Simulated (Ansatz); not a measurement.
O₇Zn₆

```
atom    x (Å)    y (Å)    z (Å)
  Zn  -1.4583   1.4931   0.1640
  Zn  -1.1699  -1.2569  -0.4311
  Zn   1.4306   1.0415   0.0819
  Zn  -0.3434   0.6517  -2.1071
  Zn   1.4574  -1.5760   0.6117
  Zn  -0.2138  -0.1052   2.0798
   O  -0.3492  -1.8968   1.1071
   O  -1.4653   1.2100   1.9613
   O  -2.0241   0.2066  -1.2338
   O   1.7441  -0.7509  -1.1230
   O   0.4798  -1.0889  -1.8550
   O   0.1989   2.0211  -0.9050
   O   1.7133   0.0509   1.6492
```

Geometry: r2SCAN-D4/def2-SVP.

Theory: Ansatz, RKS PBE0-D4/def2-SVP.

Question: Predict the electron density and electron localisation function between the atoms.

Answer: Zn–O (1.82 Å): ρ is about 0.78 e/Å³ halfway; the ELF peaks at about 0.80 in the valence shell of O, 0.6 Å from its nucleus, and is about 0.15 at the midpoint.

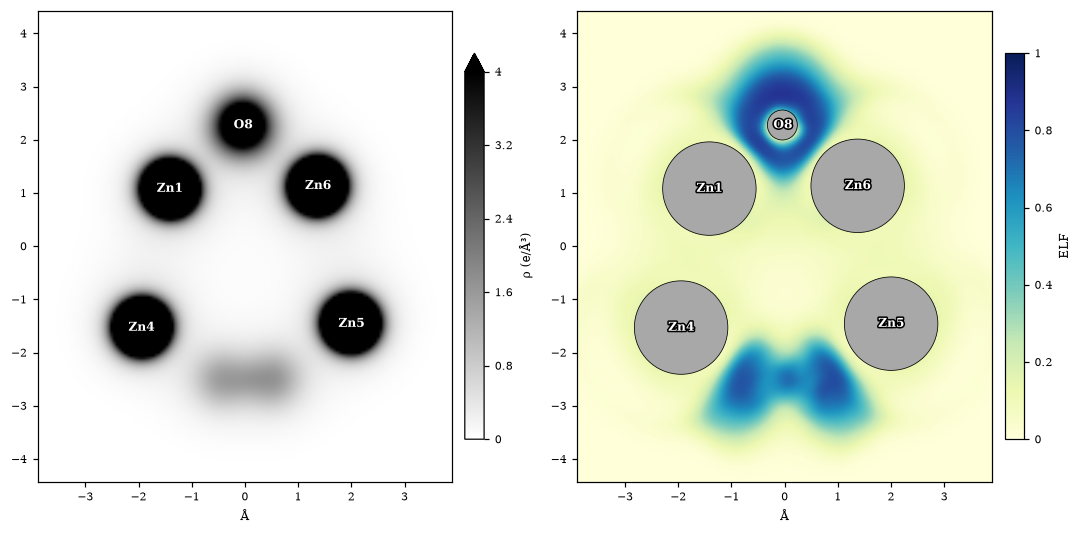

Computed electron density and electron localisation function on the plane of atoms Zn1, O8 and Zn6, in this order. Grey discs cover the atomic cores in the ELF map. 
